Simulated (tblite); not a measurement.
## Geometry relaxation, with input and output: C2H10B2GeS (part 1 of 2)

- system: C2H10B2GeS, SMILES BC[S][GeH2][CH2]B
- method: GFN2-xTB geometry optimisation, gas phase (tblite 0.8.0)

It belongs to a series of runs on one base structure; here: H on C replaced by BH2.

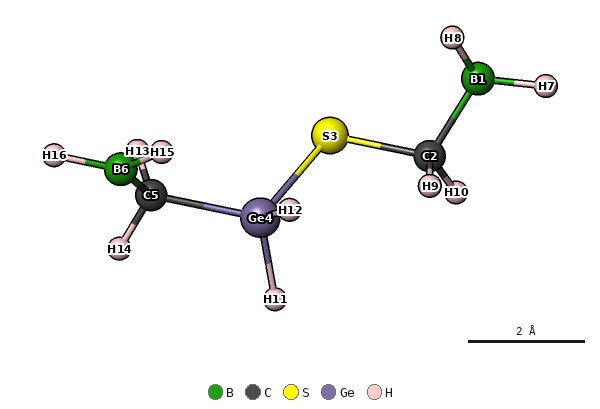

Fig. 1: The structure as given in the input (ball-and-stick view, seen at a tilt; atoms are numbered from 1 in the order of the input). Sticks mark near contacts. Bond lengths as drawn: B–C 1.58 to 1.60 Å, B–H 1.18 to 1.20 Å, C–Ge 1.93 Å, C–H 1.11 to 1.12 Å, C–S 1.80 Å, Ge–H 1.54 to 1.55 Å and Ge–S 2.23 Å.

Results in brief

| quantity | value |
| --- | --- |
| outcome | converged |
| total energy | −462.6250 eV |
| hardware | 1 CPU thread, shared host |
| wall time | 0.63 s |
| peak memory | 0.18 GiB |

The input
```
{"job": {"kind": "relax", "xc": "GFN2-xTB", "basis": "xTB"}, "charge": 0, "multiplicity": 1}
B      3.554300     0.302300    -0.180500
C      2.438100    -0.589200     0.533100
S      0.987300    -0.798800    -0.517100
Ge    -0.779500    -0.459500     0.808800
C     -2.435800    -0.371600    -0.174200
B     -3.075700     1.068200    -0.077100
H      4.617100     0.304200     0.337400
H      3.173700     1.382800    -0.528100
H      2.106400     0.022800     1.411300
H      2.840100    -1.572200     0.846700
H     -0.823000    -1.667800     1.786500
H     -0.539100     0.881400     1.527500
H     -2.298600    -0.676500    -1.239100
H     -3.162600    -1.079300     0.279300
H     -2.499700     2.030400     0.332500
H     -4.110700     1.231800    -0.623500
```

The first line tells a small driver script what to run in tblite; the rest is the geometry in Å.

Run as:
```bash
OMP_NUM_THREADS=1 python <driver script> task.json out
```

What the program printed
```
step      E/eV     max force
  0    -461.92985    2.305
  1    -462.10694    1.784
  2    -462.29645    0.802
  3    -462.35172    0.647
  4    -462.39673    0.342
  5    -462.40908    0.292
  6    -462.42002    0.306
  7    -462.43179    0.377
  8    -462.44625    0.314
  9    -462.45649    0.226
 10    -462.46210    0.137
 11    -462.46492    0.149
 12    -462.46751    0.160
 13    -462.47028    0.118
 14    -462.47224    0.111
 15    -462.47358    0.075
 16    -462.47482    0.079
 17    -462.47608    0.087
 18    -462.47727    0.088
 19    -462.47838    0.088
 20    -462.47947    0.080
 21    -462.48049    0.079
 22    -462.48132    0.072
 23    -462.48201    0.099
 24    -462.48269    0.111
 25    -462.48339    0.081
 26    -462.48398    0.056
 27    -462.48445    0.052
 28    -462.48491    0.075
 29    -462.48551    0.094
 30    -462.48621    0.082
 31    -462.48677    0.052
 32    -462.48710    0.046
 33    -462.48735    0.042
 34    -462.48764    0.047
 35    -462.48796    0.040
 36    -462.48827    0.052
 37    -462.48858    0.057
 38    -462.48903    0.049
 39    -462.48980    0.082
 40    -462.49097    0.111
 41    -462.49233    0.110
 42    -462.49359    0.083
 43    -462.49470    0.076
 44    -462.49598    0.084
 45    -462.49769    0.107
 46    -462.49958    0.131
 47    -462.50130    0.114
 48    -462.50276    0.082
 49    -462.50415    0.110
 50    -462.50351    0.224
 51    -462.50671    0.143
 52    -462.50789    0.104
 53    -462.51075    0.114
 54    -462.51183    0.123
 55    -462.51513    0.148
 56    -462.51811    0.153
 57    -462.51467    0.414
 58    -462.52264    0.116
 59    -462.52512    0.107
 60    -462.53220    0.246
 61    -462.53529    0.199
 62    -462.53883    0.160
 63    -462.54783    0.133
 64    -462.55006    0.158
 65    -462.55302    0.118
 66    -462.55574    0.205
 67    -462.55959    0.171
 68    -462.56395    0.196
 69    -462.57005    0.212
 70    -462.57411    0.254
 71    -462.58036    0.257
 72    -462.58584    0.271
 73    -462.59011    0.206
 74    -462.59058    0.497
 75    -462.59770    0.115
 76    -462.59981    0.117
 77    -462.60532    0.208
 78    -462.60839    0.178
 79    -462.61370    0.131
 80    -462.61568    0.094
 81    -462.61650    0.103
 82    -462.61793    0.085
 83    -462.61927    0.075
 84    -462.62070    0.105
 85    -462.62144    0.078
 86    -462.62209    0.074
 87    -462.62243    0.070
 88    -462.62274    0.054
 89    -462.62297    0.038
 90    -462.62319    0.044
 91    -462.62335    0.044
 92    -462.62348    0.039
 93    -462.62358    0.033
 94    -462.62369    0.035
 95    -462.62384    0.044
 96    -462.62408    0.049
 97    -462.62433    0.044
 98    -462.62449    0.025
 99    -462.62454    0.016
100    -462.62457    0.015
101    -462.62462    0.019
102    -462.62469    0.024
103    -462.62477    0.025
104    -462.62483    0.015
105    -462.62486    0.012
106    -462.62488    0.012
107    -462.62491    0.017
108    -462.62495    0.018
109    -462.62498    0.013
110    -462.62499    0.009
```

Trajectory as extended XYZ (Å, eV, eV/Å), 30 of the 111 frames kept, from step=0 to step=110
```
16
Properties=species:S:1:pos:R:3:forces:R:3 step=0 energy=-461.92985
B     3.5543    0.3023   -0.1805   -0.5090   1.3910   1.7660
C     2.4381   -0.5892    0.5331    1.0270   0.2850   0.2950
S     0.9873   -0.7988   -0.5171   -0.7920  -0.2670  -0.6340
Ge   -0.7795   -0.4595    0.8088    1.0670  -0.3920   0.4160
C    -2.4358   -0.3716   -0.1742   -0.8520   0.1450  -0.3140
B    -3.0757    1.0682   -0.0771   -0.0940   0.3490  -0.8170
H     4.6171    0.3042    0.3374   -0.0170  -0.4260  -0.6160
H     3.1737    1.3828   -0.5281    0.2250  -0.7420  -0.5120
H     2.1064    0.0228    1.4113    0.4020  -0.6190  -0.4520
H     2.8401   -1.5722    0.8467   -0.5670   0.4380   0.0580
H    -0.8230   -1.6678    1.7865    0.0670   0.4270   0.0840
H    -0.5391    0.8814    1.5275    0.0610  -0.4050   0.1540
H    -2.2986   -0.6765   -1.2391   -0.2170   0.1770   0.7440
H    -3.1626   -1.0793    0.2793    0.3700   0.2020  -0.4400
H    -2.4997    2.0304    0.3325   -0.2630  -0.5710  -0.0220
H    -4.1107    1.2318   -0.6235    0.0940   0.0110   0.2880
16
Properties=species:S:1:pos:R:3:forces:R:3 step=4 energy=-462.39673
B     3.5287    0.4146   -0.0116    0.0590   0.0350  -0.1630
C     2.4648   -0.5755    0.5201   -0.3390   0.0170   0.0450
S     0.9651   -0.8208   -0.5628    0.2880   0.0320  -0.0050
Ge   -0.7310   -0.4843    0.8173   -0.1690   0.0390  -0.1790
C    -2.4513   -0.3404   -0.1620    0.1450  -0.1340   0.0160
B    -3.0775    1.0865   -0.1529   -0.0930  -0.0330   0.0150
H     4.6413    0.2624    0.2830    0.1810  -0.0100   0.0270
H     3.1802    1.3526   -0.6011    0.0090   0.0970  -0.1350
H     2.1284   -0.0249    1.4013   -0.2290  -0.0380   0.2250
H     2.7961   -1.5523    0.8548    0.0050  -0.1200  -0.0860
H    -0.8095   -1.6301    1.8124    0.1040   0.0520   0.2140
H    -0.5233    0.8328    1.5529    0.1770  -0.1740   0.1740
H    -2.3178   -0.6652   -1.1962    0.0580   0.0340  -0.0590
H    -3.1498   -1.0753    0.2454   -0.0360   0.0390   0.0220
H    -2.5179    1.9859    0.3334    0.0370   0.1070  -0.0100
H    -4.1341    1.2427   -0.6105   -0.1940   0.0570  -0.1010
16
Properties=species:S:1:pos:R:3:forces:R:3 step=8 energy=-462.44625
B     3.5326    0.4241   -0.0153   -0.0240  -0.0560   0.0320
C     2.4400   -0.5616    0.5417    0.2820   0.1080   0.0870
S     0.9965   -0.8157   -0.5761   -0.2060   0.0730  -0.0180
Ge   -0.7339   -0.4906    0.7956    0.1970  -0.0830   0.1320
C    -2.4495   -0.3447   -0.1673   -0.1730   0.1580  -0.0670
B    -3.0960    1.0859   -0.1589   -0.0270   0.0580  -0.0030
H     4.6618    0.2578    0.2753   -0.2390   0.0400  -0.0880
H     3.1885    1.3607   -0.6341    0.1060  -0.1660   0.0550
H     2.0814   -0.0470    1.4418   -0.1030  -0.1300   0.0130
H     2.7848   -1.5567    0.8342   -0.0180   0.1630  -0.0210
H    -0.7849   -1.6066    1.8537    0.0630   0.0870  -0.0430
H    -0.4821    0.7877    1.5917    0.1170  -0.0870   0.0290
H    -2.3074   -0.6586   -1.2037    0.0060  -0.0120  -0.0320
H    -3.1542   -1.0698    0.2452    0.0050  -0.0300  -0.0240
H    -2.5221    1.9920    0.3238   -0.1240  -0.0750  -0.1050
H    -4.1633    1.2519   -0.6239    0.1380  -0.0480   0.0530
16
Properties=species:S:1:pos:R:3:forces:R:3 step=11 energy=-462.46492
B     3.5305    0.4268   -0.0120   -0.0480  -0.0100   0.0270
C     2.4441   -0.5454    0.5572   -0.1350  -0.0240  -0.0580
S     0.9972   -0.8052   -0.5824   -0.0190   0.0890   0.0590
Ge   -0.7230   -0.4988    0.7952   -0.0820   0.0540   0.0310
C    -2.4583   -0.3362   -0.1735    0.0970  -0.0330   0.0520
B    -3.1067    1.0892   -0.1639    0.0400  -0.0320  -0.0160
H     4.6537    0.2578    0.2633   -0.0180  -0.0100  -0.0140
H     3.2020    1.3495   -0.6474    0.0170  -0.0350  -0.0160
H     2.0500   -0.0708    1.4622   -0.0130  -0.0470  -0.0010
H     2.7796   -1.5457    0.8236    0.0840   0.0350   0.0430
H    -0.7661   -1.5887    1.8706    0.0410  -0.0520  -0.0450
H    -0.4494    0.7575    1.6139    0.0930   0.0120  -0.0040
H    -2.3028   -0.6553   -1.2083   -0.0250   0.0190   0.0210
H    -3.1554   -1.0689    0.2412    0.0120   0.0000  -0.0490
H    -2.5348    1.9908    0.3105   -0.0340   0.0700  -0.0210
H    -4.1682    1.2524   -0.6267   -0.0100  -0.0360  -0.0070
16
Properties=species:S:1:pos:R:3:forces:R:3 step=15 energy=-462.47358
B     3.5194    0.4245   -0.0069   -0.0020   0.0240  -0.0130
C     2.4276   -0.5423    0.5596    0.0420  -0.0030   0.0500
S     0.9875   -0.7827   -0.5780   -0.0340  -0.0110  -0.0510
Ge   -0.7273   -0.4936    0.8042    0.0520   0.0040   0.0280
C    -2.4505   -0.3355   -0.1692   -0.0460   0.0280   0.0000
B    -3.1050    1.0871   -0.1683   -0.0140   0.0330   0.0010
H     4.6443    0.2542    0.2565   -0.0020  -0.0480   0.0380
H     3.2104    1.3389   -0.6586   -0.0500   0.0320  -0.0460
H     2.0306   -0.0909    1.4732   -0.0060   0.0240   0.0290
H     2.7920   -1.5332    0.8252   -0.0330  -0.0420  -0.0230
H    -0.7487   -1.5923    1.8680    0.0050  -0.0640  -0.0280
H    -0.4138    0.7479    1.6248    0.0220   0.0570   0.0200
H    -2.3023   -0.6494   -1.2066    0.0600   0.0230   0.0130
H    -3.1532   -1.0697    0.2307    0.0050  -0.0190   0.0170
H    -2.5489    2.0040    0.2979   -0.0020   0.0210  -0.0230
H    -4.1696    1.2422   -0.6291    0.0030  -0.0570  -0.0130
16
Properties=species:S:1:pos:R:3:forces:R:3 step=19 energy=-462.47838
B     3.5122    0.4279   -0.0077   -0.0060  -0.0140   0.0030
C     2.4225   -0.5409    0.5671   -0.0220   0.0260  -0.0480
S     0.9793   -0.7717   -0.5821    0.0700  -0.0110   0.0520
Ge   -0.7222   -0.4874    0.8153   -0.0100   0.0080  -0.0100
C    -2.4502   -0.3302   -0.1625    0.0550   0.0060   0.0430
B    -3.1067    1.0912   -0.1702   -0.0170  -0.0240  -0.0010
H     4.6357    0.2414    0.2620   -0.0470   0.0190  -0.0050
H     3.2027    1.3377   -0.6732    0.0000  -0.0550   0.0370
H     2.0208   -0.0967    1.4841    0.0290  -0.0130  -0.0260
H     2.7904   -1.5355    0.8208   -0.0690   0.0250  -0.0290
H    -0.7376   -1.6117    1.8572    0.0080   0.0090  -0.0230
H    -0.3892    0.7570    1.6347   -0.0190  -0.0290   0.0110
H    -2.2869   -0.6388   -1.2004    0.0440   0.0350   0.0380
H    -3.1497   -1.0737    0.2282    0.0220   0.0230   0.0040
H    -2.5571    2.0183    0.2846   -0.0080  -0.0040  -0.0330
H    -4.1717    1.2222   -0.6344   -0.0300  -0.0010  -0.0130
16
Properties=species:S:1:pos:R:3:forces:R:3 step=23 energy=-462.48201
B     3.5044    0.4281   -0.0060    0.0010  -0.0320  -0.0060
C     2.4149   -0.5355    0.5668   -0.0160  -0.0390   0.0100
S     0.9818   -0.7650   -0.5797   -0.0850   0.0100  -0.0490
Ge   -0.7157   -0.4818    0.8230    0.0180  -0.0020   0.0050
C    -2.4412   -0.3226   -0.1492   -0.0010   0.0120  -0.0040
B    -3.1131    1.0907   -0.1731   -0.0040  -0.0010  -0.0030
H     4.6225    0.2346    0.2656    0.0470   0.0310   0.0110
H     3.1958    1.3271   -0.6807   -0.0030   0.0190   0.0000
H     2.0175   -0.1037    1.4900    0.0080   0.0300   0.0050
H     2.7739   -1.5337    0.8101    0.0180  -0.0320   0.0110
H    -0.7255   -1.6235    1.8447    0.0030   0.0290   0.0010
H    -0.3721    0.7553    1.6480   -0.0240  -0.0330   0.0240
H    -2.2626   -0.6216   -1.1868    0.0250   0.0140   0.0020
H    -3.1409   -1.0724    0.2274    0.0290  -0.0040   0.0120
H    -2.5672    2.0284    0.2644   -0.0210   0.0030  -0.0320
H    -4.1800    1.2048   -0.6410    0.0030  -0.0040   0.0140
16
Properties=species:S:1:pos:R:3:forces:R:3 step=27 energy=-462.48445
B     3.5003    0.4200   -0.0082    0.0140   0.0170   0.0050
C     2.4059   -0.5405    0.5650    0.0310  -0.0060  -0.0320
S     0.9689   -0.7579   -0.5858    0.0320   0.0190   0.0110
Ge   -0.7105   -0.4774    0.8293   -0.0270   0.0070   0.0130
C    -2.4329   -0.3156   -0.1398   -0.0120  -0.0040  -0.0150
B    -3.1182    1.0896   -0.1753    0.0040   0.0160  -0.0130
H     4.6210    0.2388    0.2709   -0.0200   0.0100  -0.0010
H     3.1907    1.3216   -0.6821    0.0090  -0.0160   0.0110
H     2.0190   -0.1017    1.4914    0.0010  -0.0160  -0.0490
H     2.7643   -1.5401    0.8053   -0.0200  -0.0180   0.0120
H    -0.7170   -1.6260    1.8361    0.0010  -0.0080   0.0350
H    -0.3679    0.7477    1.6636    0.0000   0.0150   0.0460
H    -2.2393   -0.6061   -1.1770   -0.0090  -0.0060  -0.0190
H    -3.1272   -1.0727    0.2299    0.0070  -0.0250  -0.0090
H    -2.5782    2.0377    0.2424    0.0030   0.0310  -0.0110
H    -4.1862    1.1915   -0.6422   -0.0150  -0.0150   0.0150
16
Properties=species:S:1:pos:R:3:forces:R:3 step=30 energy=-462.48621
B     3.4997    0.4181   -0.0066   -0.0160  -0.0340  -0.0150
C     2.4062   -0.5467    0.5573   -0.0260  -0.0140  -0.0070
S     0.9617   -0.7482   -0.5902    0.0540   0.0160   0.0590
Ge   -0.7100   -0.4731    0.8380    0.0010   0.0240   0.0030
C    -2.4301   -0.3098   -0.1362    0.0250  -0.0290  -0.0040
B    -3.1212    1.0926   -0.1809   -0.0020  -0.0260   0.0110
H     4.6179    0.2440    0.2747    0.0470  -0.0070   0.0280
H     3.1886    1.3149   -0.6823   -0.0070   0.0350  -0.0160
H     2.0206   -0.1033    1.4822    0.0010  -0.0110  -0.0340
H     2.7536   -1.5496    0.8046   -0.0110   0.0160  -0.0290
H    -0.7104   -1.6286    1.8374   -0.0080  -0.0090   0.0270
H    -0.3648    0.7442    1.6862   -0.0010   0.0070   0.0230
H    -2.2239   -0.5954   -1.1734   -0.0250   0.0010   0.0010
H    -3.1148   -1.0786    0.2291   -0.0130   0.0150  -0.0360
H    -2.5869    2.0505    0.2223    0.0130   0.0130  -0.0190
H    -4.1938    1.1779   -0.6387   -0.0330   0.0020   0.0070
16
Properties=species:S:1:pos:R:3:forces:R:3 step=34 energy=-462.48764
B     3.5016    0.4124   -0.0104    0.0280   0.0250   0.0030
C     2.4061   -0.5518    0.5513    0.0250   0.0200  -0.0010
S     0.9612   -0.7394   -0.5871   -0.0410  -0.0020  -0.0230
Ge   -0.7085   -0.4682    0.8453   -0.0050  -0.0090   0.0180
C    -2.4260   -0.3083   -0.1353   -0.0070   0.0120   0.0050
B    -3.1248    1.0914   -0.1824   -0.0040  -0.0020  -0.0040
H     4.6214    0.2480    0.2817   -0.0200  -0.0130   0.0010
H     3.1878    1.3143   -0.6824    0.0160  -0.0210   0.0090
H     2.0211   -0.1047    1.4729    0.0160   0.0050   0.0270
H     2.7456   -1.5563    0.7990    0.0160  -0.0060  -0.0170
H    -0.7080   -1.6286    1.8441   -0.0130   0.0110  -0.0030
H    -0.3644    0.7416    1.7065   -0.0030   0.0100   0.0010
H    -2.2174   -0.5888   -1.1732    0.0020   0.0040  -0.0020
H    -3.1096   -1.0807    0.2228   -0.0160   0.0020  -0.0170
H    -2.5910    2.0585    0.2038    0.0030  -0.0270  -0.0240
H    -4.2028    1.1697   -0.6330    0.0030  -0.0080   0.0270
16
Properties=species:S:1:pos:R:3:forces:R:3 step=38 energy=-462.48903
B     3.5068    0.4111   -0.0106   -0.0320  -0.0240   0.0080
C     2.4080   -0.5529    0.5437   -0.0380  -0.0080   0.0010
S     0.9492   -0.7271   -0.5864    0.0330   0.0150   0.0300
Ge   -0.7081   -0.4621    0.8607   -0.0380   0.0120  -0.0290
C    -2.4217   -0.3041   -0.1305   -0.0310  -0.0250  -0.0150
B    -3.1302    1.0877   -0.1861    0.0000   0.0090  -0.0030
H     4.6219    0.2454    0.2921    0.0170  -0.0040   0.0030
H     3.1909    1.3086   -0.6844    0.0330   0.0230  -0.0170
H     2.0292   -0.1067    1.4697    0.0290  -0.0180   0.0050
H     2.7403   -1.5624    0.7841    0.0100   0.0280  -0.0180
H    -0.7082   -1.6294    1.8481   -0.0130  -0.0030   0.0130
H    -0.3623    0.7429    1.7311   -0.0130  -0.0090  -0.0200
H    -2.2053   -0.5759   -1.1695    0.0430   0.0150   0.0010
H    -3.1077   -1.0821    0.2084   -0.0030  -0.0250   0.0290
H    -2.5950    2.0624    0.1707    0.0310   0.0260  -0.0040
H    -4.2155    1.1535   -0.6176   -0.0280  -0.0110   0.0170
16
Properties=species:S:1:pos:R:3:forces:R:3 step=42 energy=-462.49359
B     3.5213    0.4050   -0.0106   -0.0070   0.0150  -0.0290
C     2.4091   -0.5507    0.5249    0.0120  -0.0170   0.0270
S     0.9262   -0.6928   -0.5737   -0.0040   0.0400   0.0590
Ge   -0.7296   -0.4480    0.8873    0.0690  -0.0110   0.0030
C    -2.4311   -0.3055   -0.1300    0.0160   0.0140   0.0140
B    -3.1456    1.0805   -0.1954   -0.0140   0.0110   0.0090
H     4.6286    0.2347    0.3193   -0.0030  -0.0080   0.0050
H     3.2269    1.3027   -0.6908    0.0280   0.0580  -0.0500
H     2.0699   -0.1180    1.4722   -0.0380  -0.0450   0.0070
H     2.7415   -1.5662    0.7314   -0.0160  -0.0310   0.0300
H    -0.7271   -1.6204    1.8724   -0.0200  -0.0050  -0.0190
H    -0.3745    0.7441    1.7786   -0.0490  -0.0170  -0.0650
H    -2.1652   -0.5423   -1.1668   -0.0010  -0.0170   0.0170
H    -3.1163   -1.0966    0.1776    0.0480  -0.0500  -0.0060
H    -2.5825    2.0668    0.0817   -0.0150   0.0100  -0.0380
H    -4.2591    1.1156   -0.5547   -0.0070   0.0520   0.0370
16
Properties=species:S:1:pos:R:3:forces:R:3 step=46 energy=-462.49958
B     3.5322    0.4056   -0.0183    0.0290   0.0250   0.0200
C     2.4154   -0.5501    0.5177    0.0270   0.0360   0.0070
S     0.9107   -0.6552   -0.5496    0.0430  -0.0180  -0.1220
Ge   -0.7399   -0.4424    0.9059   -0.1000  -0.0230  -0.0010
C    -2.4368   -0.3077   -0.1276    0.0260  -0.0030   0.0020
B    -3.1599    1.0759   -0.1984    0.0110  -0.0320   0.0200
H     4.6313    0.2236    0.3400   -0.0310   0.0130  -0.0300
H     3.2707    1.3126   -0.7078   -0.0030  -0.0780   0.0270
H     2.0955   -0.1416    1.4809   -0.0220  -0.0120   0.0350
H     2.7425   -1.5740    0.6964   -0.0050   0.0090   0.0070
H    -0.7530   -1.6131    1.8876    0.0000  -0.0370  -0.0040
H    -0.4041    0.7445    1.7918   -0.0180   0.0830   0.0330
H    -2.1351   -0.5216   -1.1602   -0.0250   0.0040   0.0080
H    -3.1090   -1.1223    0.1520    0.0700   0.0250  -0.0090
H    -2.5725    2.0698    0.0001   -0.0470  -0.0390  -0.0510
H    -4.2959    1.1050   -0.4870    0.0460   0.0470   0.0580
16
Properties=species:S:1:pos:R:3:forces:R:3 step=49 energy=-462.50415
B     3.5430    0.4080   -0.0183   -0.0390  -0.0660   0.0420
C     2.4226   -0.5469    0.5110   -0.0860  -0.0090   0.0130
S     0.9021   -0.6288   -0.5460    0.0360  -0.0060   0.0250
Ge   -0.7539   -0.4392    0.9220    0.0820   0.0600  -0.0410
C    -2.4353   -0.3072   -0.1242   -0.0260  -0.0040  -0.0440
B    -3.1694    1.0677   -0.1987    0.0080  -0.0160   0.0170
H     4.6315    0.2178    0.3529    0.0870   0.0080   0.0080
H     3.3005    1.3084   -0.7172   -0.0450  -0.0150  -0.0150
H     2.1138   -0.1604    1.4881   -0.0260   0.0060  -0.0110
H     2.7395   -1.5788    0.6707    0.0130   0.0560  -0.0240
H    -0.7724   -1.6138    1.8963    0.0110  -0.0410   0.0050
H    -0.4319    0.7559    1.8083   -0.0200   0.0250   0.0200
H    -2.1146   -0.5033   -1.1525    0.0170   0.0190  -0.0700
H    -3.0917   -1.1384    0.1302   -0.0280  -0.0290   0.0480
H    -2.5742    2.0655   -0.0732    0.0140   0.0150  -0.0250
H    -4.3172    1.1026   -0.4259    0.0000  -0.0020   0.0530
```
